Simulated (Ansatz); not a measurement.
# Direct or indirect: HfSiO4 (I4_1/amd)

```
CELL_PARAMETERS angstrom
-3.28625 3.28625 2.98160
3.28625 -3.28625 2.98160
3.28625 3.28625 -2.98160
ATOMIC_POSITIONS crystal
Hf 0.00000 0.00000 0.00000
Hf 0.75000 0.25000 0.50000
Si 0.50000 0.50000 0.00000
Si 0.25000 0.75000 0.50000
O 0.68020 0.49570 0.81550
O 0.24570 0.93020 0.31550
O 0.68020 0.86470 0.18450
O 0.61470 0.93020 0.68450
O 0.06980 0.38530 0.31550
O 0.50430 0.31980 0.18450
O 0.06980 0.75430 0.68450
O 0.13530 0.31980 0.81550
```

Method: Ansatz, PBE, independent particles, without spin-orbit coupling, line width 0.1 eV (Gaussian). The band structure gives a fundamental gap of 5.45 eV. The spectrum of vertical transitions near the edge:

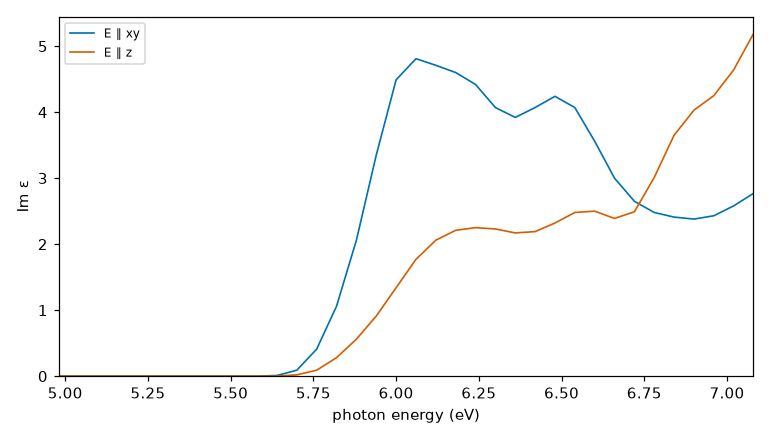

Question: Is the gap direct or indirect, and about where do vertical transitions set in?

Answer: Indirect, by the band path, whose least direct gap is 5.83 eV. The curves fit this: they stay near zero above 5.45 eV and rise only from about 5.8 eV, though a forbidden direct transition would look alike. Lines are broadened by 0.1 eV, which spreads the edge, and phonons, which would give weak absorption from the fundamental gap up, are left out.

[Logs are printed without paths, hosts, clocks, repeated set-up lines and the standing remarks that a program may print on its own settings, such as how far it seeks lower states.]
